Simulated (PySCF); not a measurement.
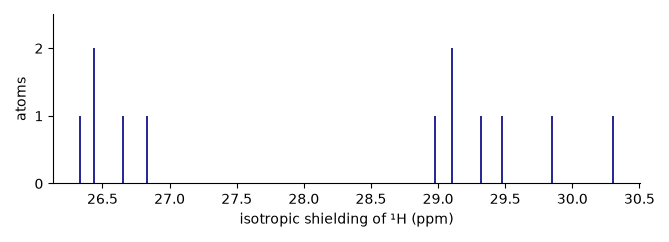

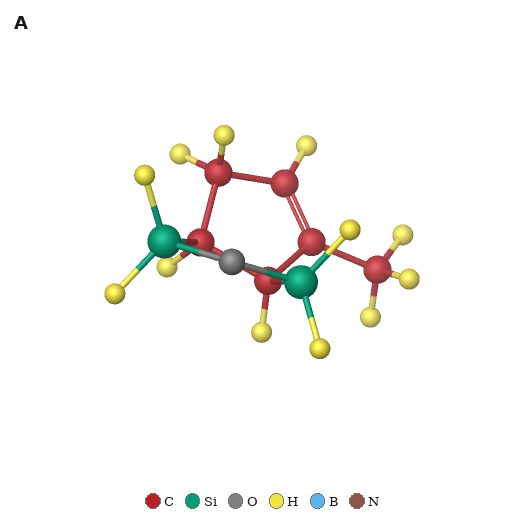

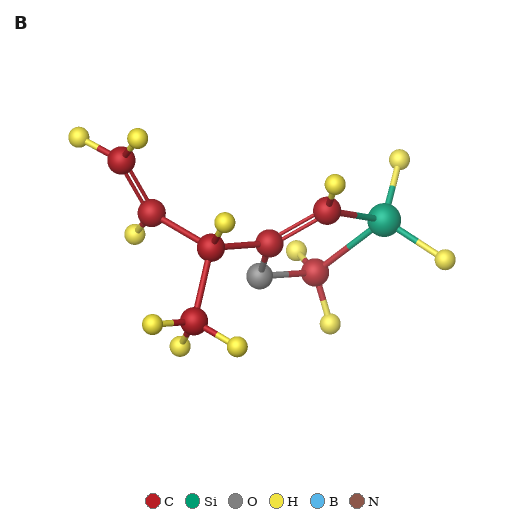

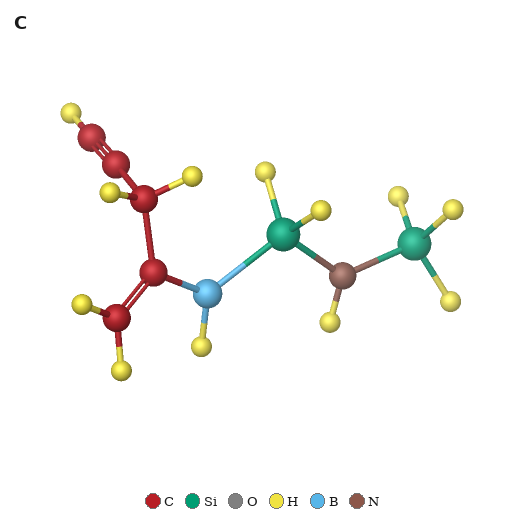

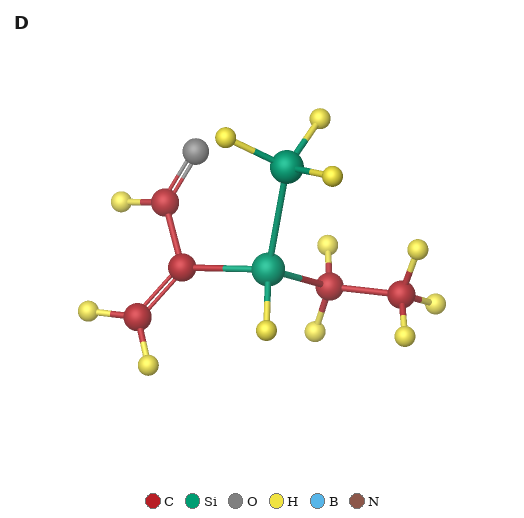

The sticks are computed shieldings of one of the molecules, for one fixed geometry (GFN2-xTB) without averaging over rotations. Low shielding means a high chemical shift. Method: GIAO PBE0/pcSseg-1 NMR shielding, non-relativistic, gas phase (PySCF 2.14.0).

Which molecule gives this pattern?

Answer. A, `CC1=CC[C@@H]2[SiH2]O[SiH2][C@H]12`. Its 12 H atoms give lines at 26.33, 26.44 (2 atoms), 26.66, 26.83, 28.98, 29.10 (2 atoms), 29.32, 29.47, 29.85, 30.30 ppm.

The geometry is semi-empirical. Around B, Si such bond lengths and angles can be off by a tenth of an ångström or more and by several degrees, and values that hang on the shape move with them.
